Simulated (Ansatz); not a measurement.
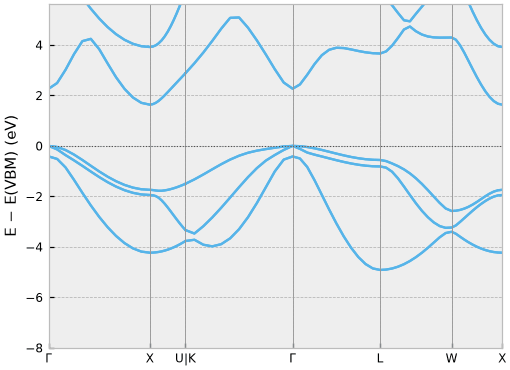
Figure. Band structure from the program Ansatz at the PBE with spin–orbit coupling level (PAW)

**Question.** Read off the gap and where the band edges lie.

**Answer.** About 1.6 eV (1.63 eV by a search for the band edges); maximum at Γ, minimum at X.

The material is MgSe (rock salt, Fm-3m).

The PBE relaxation kept the symmetry of its start.

Potentials: the later of the program's two PAW sets.
